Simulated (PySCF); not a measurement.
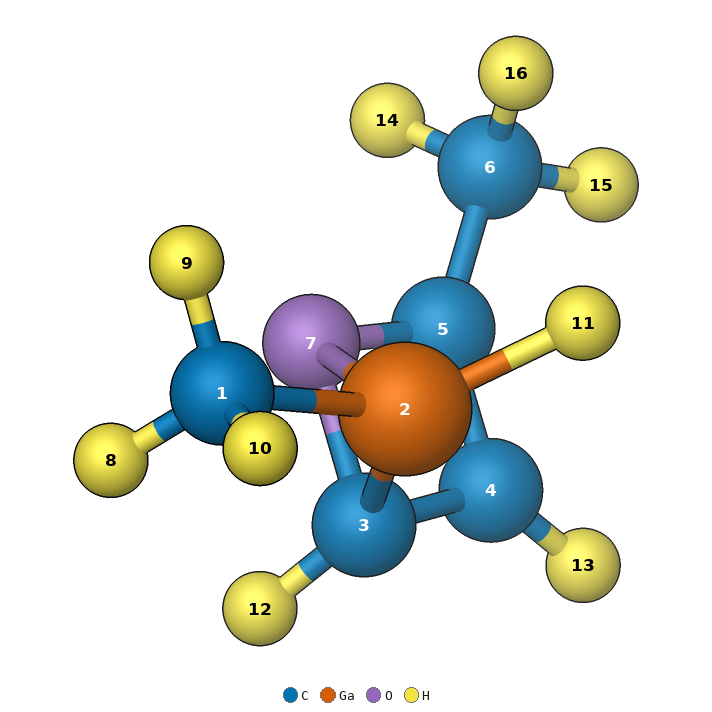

The atoms are numbered. The geometry was computed by an optimisation with GFN2-xTB. No frequency run is at hand to confirm it as a minimum.

Give the bond lengths. Leave out bonds to hydrogen.

| bond | length (Å) |
| --- | --- |
| C1–Ga2 | 2.025 |
| Ga2–C3 | 2.029 |
| Ga2–O7 | 2.138 |
| C3–C4 | 1.479 |
| C3–O7 | 1.516 |
| C4–C5 | 1.339 |
| C5–C6 | 1.482 |
| C5–O7 | 1.399 |
